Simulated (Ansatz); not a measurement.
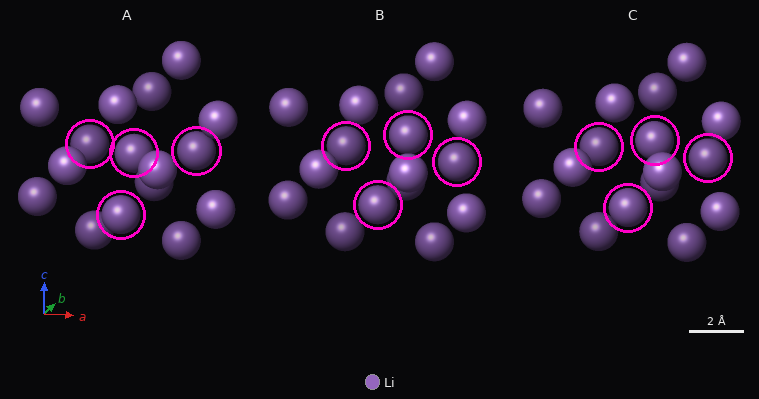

3 geometries from a converged minimum-energy path of Li with an interstitial Li (17 atoms in the cell), shuffled. A spheres-only model of the atoms within 4.1 Å of the middle of the path, seen slightly off an axis. The atoms that move most are ringed.

Level of theory: DFT PBE, scalar-relativistic, plane waves, PAW (Ansatz). Run with plane-wave cutoff 420 eV; k-point mesh 3 × 3 × 3; Fermi-Dirac smearing 0.15 eV; 5 movable images; climbing image; force threshold 0.03 eV/Å; iteration limit 23; optimiser FIRE; starting path by straight interpolation.

Question: Which of them lies highest in energy?

Answer: A. In order along the path, whose images run from 0 to 6: B (image 0, 0.000 eV), C (image 1, +0.033 eV), A (image 3, +0.132 eV). A Li atom travels furthest, 2.30 Å from end to end, along [−1 0 −1], on a straight line. At the highest image its nearest neighbour (Li) is 2.42 Å away, against 2.38 Å at the start, and the surrounding atoms stand up to 0.29 Å off the mean of their end positions.

Limits of the set-up: the periodic images lie only 7.0 Å apart, so the values are limited by the cell's size.

Cost: 17 min on 2 threads of Arm Neoverse V1, on a shared host, peak memory 1.1 GiB.
